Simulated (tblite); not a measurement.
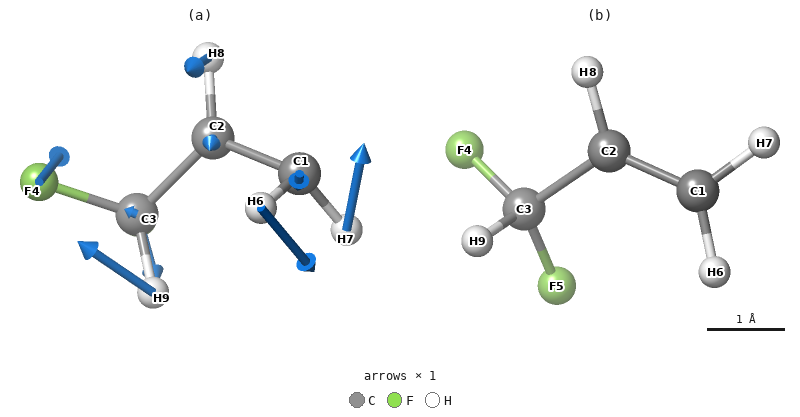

The structure of C$_{3}$H$_{4}$F$_{2}$ (charge +1, multiplicity 2) before (left) and after (right) a relaxation, at one scale. The blue arrows give the displacements, at their true length.

The picture is a ball-and-stick view, seen at a tilt.

Level of theory: GFN2-xTB geometry optimisation, gas phase in tblite 0.8.0. 

What changed between the two?

Answer. The atom that moves furthest after the best rigid fit is H6 (1.56 Å). By element the largest moves are H 1.56 Å, F 1.19 Å, C 0.37 Å. Among the contacts that change: C1–C2 1.509 → 1.321 Å, C3–F5 1.401 → 1.323 Å, C3–F4 1.392 → 1.320 Å, C1–H6 1.124 → 1.088 Å. Among the angles between lasting bonds that change: C2–C1–H6 104.4° → 125.7°, C3–C2–H8 123.0° → 111.1°, C2–C1–H7 109.9° → 121.0°. Groups turn about C2–C3 by about 85°. Over 70 geometry steps the energy falls by 248.2 kJ/mol.
